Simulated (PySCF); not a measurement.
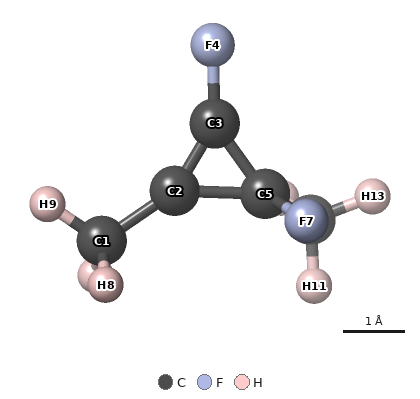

Figure 1. The input geometry of the first run (ball-and-stick view, seen at a tilt; atoms are numbered from 1 in the order of the input).

## What a change does: NMR shielding calculation on C5H6F2

System: C5H6F2.
Method of the first run: GIAO PBE0/6-31G NMR shielding, non-relativistic, gas phase (PySCF 2.14.0).

The geometry comes from this level: PBE0-D3(BJ)/def2-SVP. Text and figures count atoms from 1; the logs count them from 0 in places.

**Input file, the first run**
```
{"job": {"kind": "nmr", "xc": "PBE0", "basis": "6-31G", "pop": true}, "charge": 0, "multiplicity": 1}
C     -2.018072    -0.124505    -0.026061
C     -0.669479     0.454909    -0.137834
C      0.220663     1.295958    -0.581315
F      0.487902     2.322012    -1.350966
C      0.749376     0.329965     0.356401
C      1.663793    -0.828330     0.061157
F      0.991527     0.759501     1.653816
H     -2.354639    -0.099015     1.021796
H     -2.744237     0.424818    -0.640929
H     -2.016022    -1.179548    -0.342818
H      1.454418    -1.661452     0.749293
H      1.533287    -1.179350    -0.971358
H      2.713698    -0.532971     0.205154
```

The first line tells a small driver script what to run in PySCF; the rest is the geometry in Å.

Launched with:
```bash
OMP_NUM_THREADS=1 python <driver script> task.json out
```

Hardware: 1 CPU thread, shared host.

**Output (the first run)**
```
coarse grid: 11328 points
cycle   1  E = -393.1554734940  dE =  1.202e+00  |g| = 6.583e-01  |ddm| = 3.666e+00
cycle   2  E = -393.0691397330  dE =  8.633e-02  |g| = 9.852e-01  |ddm| = 1.980e+00
cycle   3  E = -393.2406217584  dE = -1.715e-01  |g| = 6.442e-02  |ddm| = 1.237e+00
cycle   4  E = -393.2415647392  dE = -9.430e-04  |g| = 2.664e-02  |ddm| = 1.100e-01
cycle   5  E = -393.2417145912  dE = -1.499e-04  |g| = 1.074e-02  |ddm| = 3.277e-02
cycle   6  E = -393.2417414119  dE = -2.682e-05  |g| = 2.542e-03  |ddm| = 1.501e-02
cycle   7  E = -393.2417429521  dE = -1.540e-06  |g| = 4.989e-04  |ddm| = 3.884e-03
final grid: 111480 points
cycle   8  E = -393.2113521710  dE = -1.482e-05  |g| = 8.486e-03  |ddm| = 1.883e-02
cycle   9  E = -393.2113365668  dE =  1.560e-05  |g| = 1.258e-02  |ddm| = 2.345e-02
cycle  10  E = -393.2113678007  dE = -3.123e-05  |g| = 1.472e-03  |ddm| = 1.477e-02
cycle  11  E = -393.2113682904  dE = -4.897e-07  |g| = 3.142e-04  |ddm| = 1.737e-03
cycle  12  E = -393.2113683125  dE = -2.207e-08  |g| = 9.063e-05  |ddm| = 4.141e-04
cycle  13  E = -393.2113683142  dE = -1.750e-09  |g| = 2.476e-05  |ddm| = 1.259e-04
cycle  14  E = -393.2113683144  dE = -1.643e-10  |g| = 2.942e-06  |ddm| = 4.009e-05
converged SCF energy = -393.2113683144

GIAO shielding tensors (ppm)
atom      isotropic    diamagn.    paramagn.     s11        s22        s33       span
  0 C      191.377     247.776     -56.399    177.147    194.484    202.502     25.355
  1 C       98.630     257.003    -158.373     13.298    104.541    178.050    164.752
  2 C       60.972     259.362    -198.390    -33.332     99.918    116.329    149.661
  3 F      325.741     471.029    -145.289    187.438    290.606    499.179    311.741
  4 C      124.488     242.054    -117.566     75.334    102.499    195.630    120.296
  5 C      178.605     248.258     -69.652    153.340    181.074    201.402     48.061
  6 F      321.853     471.109    -149.256    263.815    293.336    408.408    144.594
  7 H       30.563      28.544       2.020     25.840     28.806     37.044     11.204
  8 H       30.557      28.233       2.325     26.084     28.875     36.714     10.630
  9 H       30.732      29.053       1.680     25.956     29.367     36.874     10.918
 10 H       30.503      29.365       1.138     27.030     28.880     35.599      8.569
 11 H       31.905      29.422       2.484     27.768     30.247     37.702      9.934
 12 H       30.547      29.008       1.539     27.008     28.393     36.241      9.233
```

For the second run the input was changed thus:
```diff
-"basis": "6-31G"
+"basis": "STO-3G"
```

What does this change do to the results?

The total energy of the second run is 3199.4 kcal/mol higher, which measures the change of basis and not a stability. The HOMO goes from −7.65 to −4.40 eV. The LUMO goes from 0.66 to 3.81 eV. The dipole moment goes from 2.77 to 1.29 D. Of all shieldings, the largest change is that of F7, by +75.7 ppm. The SCF takes 13 iterations against 14. The basis functions go from 75 to 41.

**Output (the second run)**
```
coarse grid: 11328 points
cycle   1  E = -388.0603385389  dE =  1.228e+00  |g| = 4.961e-01  |ddm| = 4.780e+00
cycle   2  E = -388.0374825254  dE =  2.286e-02  |g| = 6.284e-01  |ddm| = 1.535e+00
cycle   3  E = -388.1519204670  dE = -1.144e-01  |g| = 2.455e-02  |ddm| = 8.178e-01
cycle   4  E = -388.1520864900  dE = -1.660e-04  |g| = 1.457e-02  |ddm| = 5.679e-02
cycle   5  E = -388.1521403255  dE = -5.384e-05  |g| = 7.289e-03  |ddm| = 2.813e-02
cycle   6  E = -388.1521568939  dE = -1.657e-05  |g| = 1.615e-03  |ddm| = 1.119e-02
cycle   7  E = -388.1521576788  dE = -7.848e-07  |g| = 1.567e-04  |ddm| = 2.259e-03
final grid: 111480 points
cycle   8  E = -388.1127469710  dE = -7.792e-06  |g| = 4.047e-03  |ddm| = 1.386e-02
cycle   9  E = -388.1127467902  dE =  1.808e-07  |g| = 4.150e-03  |ddm| = 1.127e-02
cycle  10  E = -388.1127521512  dE = -5.361e-06  |g| = 7.354e-04  |ddm| = 6.081e-03
cycle  11  E = -388.1127523205  dE = -1.693e-07  |g| = 1.212e-04  |ddm| = 1.076e-03
cycle  12  E = -388.1127523245  dE = -4.056e-09  |g| = 2.771e-05  |ddm| = 1.765e-04
cycle  13  E = -388.1127523248  dE = -2.487e-10  |g| = 2.644e-06  |ddm| = 4.375e-05
converged SCF energy = -388.1127523248

GIAO shielding tensors (ppm)
atom      isotropic    diamagn.    paramagn.     s11        s22        s33       span
  0 C      218.535     244.418     -25.883    207.396    218.625    229.585     22.189
  1 C      149.395     261.301    -111.906     75.646    151.531    221.009    145.364
  2 C      122.452     268.508    -146.056     44.568    158.439    164.349    119.781
  3 F      361.392     452.507     -91.115    247.987    278.326    557.864    309.877
  4 C      178.119     254.178     -76.059    138.102    148.531    247.725    109.623
  5 C      215.264     245.316     -30.051    205.064    210.478    230.251     25.187
  6 F      397.524     456.236     -58.712    363.333    401.755    427.483     64.150
  7 H       31.159      29.532       1.626     25.828     28.552     39.096     13.267
  8 H       30.895      28.746       2.149     25.797     28.473     38.416     12.619
  9 H       31.274      30.313       0.960     25.951     29.015     38.855     12.904
 10 H       31.266      30.601       0.665     26.528     28.618     38.650     12.122
 11 H       32.167      31.160       1.007     27.159     29.692     39.650     12.490
 12 H       31.330      29.301       2.029     26.486     28.301     39.202     12.716
```

**The two runs side by side**

```csv
quantity,the first run,the second run
outcome,converged,converged
total energy (hartree),−393.211368,−388.112752
HOMO (eV),−7.65,−4.40
LUMO (eV),0.66,3.81
dipole moment (D),2.77,1.29
shielding of C1 (ppm),191.4,218.5
shielding of C2 (ppm),98.6,149.4
shielding of C3 (ppm),61.0,122.5
shielding of F4 (ppm),325.7,361.4
shielding of C5 (ppm),124.5,178.1
shielding of C6 (ppm),178.6,215.3
shielding of F7 (ppm),321.9,397.5
SCF iterations,14,13
basis functions,75,41
wall time (shared host),10 s,5.6 s
```
